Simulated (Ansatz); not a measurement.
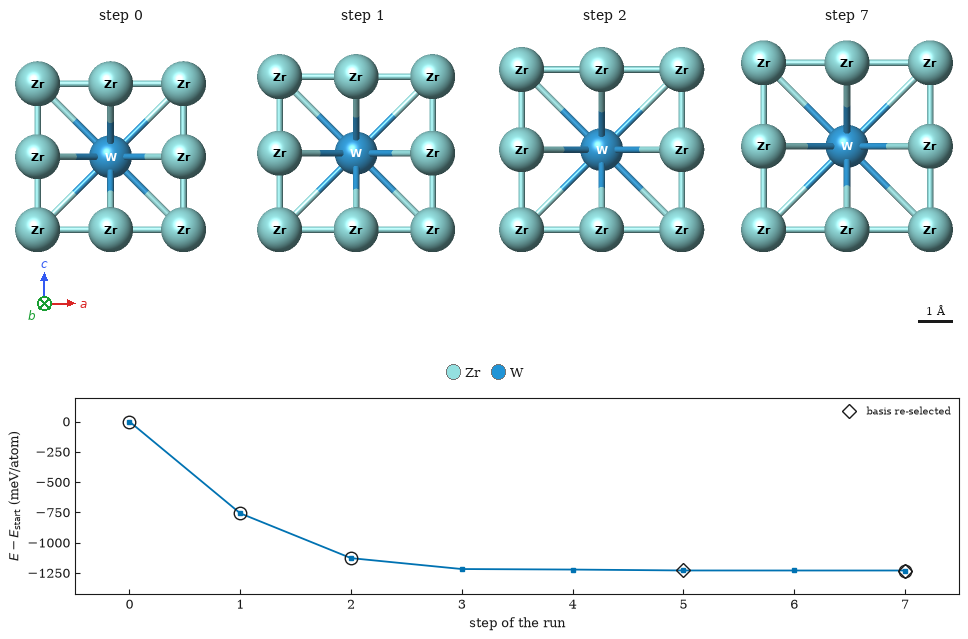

Frames of a relaxation of solid Zr4W (a generated structure, set up in Pm-3m) (coarse preliminary run), marked on the history of the run. Style: ball-and-stick. Shown: the cell of the calculation, along the b axis.

The calculation used Ansatz, DFT PBE, scalar-relativistic, plane waves, PAW. (plane-wave cutoff 420 eV; k-point mesh 4 × 4 × 4; occupations gaussian; smearing width 0.1 eV; no spin polarisation; cell and atoms relaxed; force threshold 0.04 eV/Å; at most 70 steps)

Describe the path.

The energy falls by 1229 meV per atom in 5 accepted moves (7 points after the start). All forces vanish by symmetry, so only the cell relaxes. Pressure: 67.64 GPa at the start and 0.05 GPa at the end. The SCF was repeated twice at an unchanged geometry on a basis and grid sized afresh for the cell, which shifted the energy by 7.5 meV per atom at most. The atoms keep their places relative to the cell (all moves are under 0.005 Å). The volume changes by +49.3 %, with a = b = c 4.372 → 4.997 Å (+14.3 %). Among the contacts that change: Zr–Zr 3.091 → 3.533 Å, W–Zr 3.091 → 3.533 Å, Zr–Zr 2.186 → 2.499 Å. The space group stays Pm-3m (No. 221). Cost: 13 s on 1 thread of Intel(R) Xeon(R) 6975P-C (Granite Rapids) (shared host), peak memory 0.43 GiB. From step 0 to 1: volume +15.3 %, energy −757 meV per atom. From step 1 to 2: volume +14.6 %, energy −370 meV per atom. From step 2 to 7: volume +13.0 %, energy −102 meV per atom.

| step | E − E(0), meV/atom | pressure, GPa | volume, Å³/atom | note |
| --- | --- | --- | --- | --- |
| 0 | 0.00 | 67.64 | 16.712 |  |
| 1 | -757.30 | 31.71 | 19.277 |  |
| 2 | -1127.32 | 11.92 | 22.092 |  |
| 3 | -1217.31 | 2.34 | 24.215 |  |
| 4 | -1221.64 | 0.23 | 24.797 |  |
| 5 | -1229.11 | 0.56 | 24.797 | same geometry, new basis |
| 6 | -1229.38 | 0.05 | 24.956 |  |
| 7 | -1229.41 | 0.05 | 24.956 | same geometry, new basis |
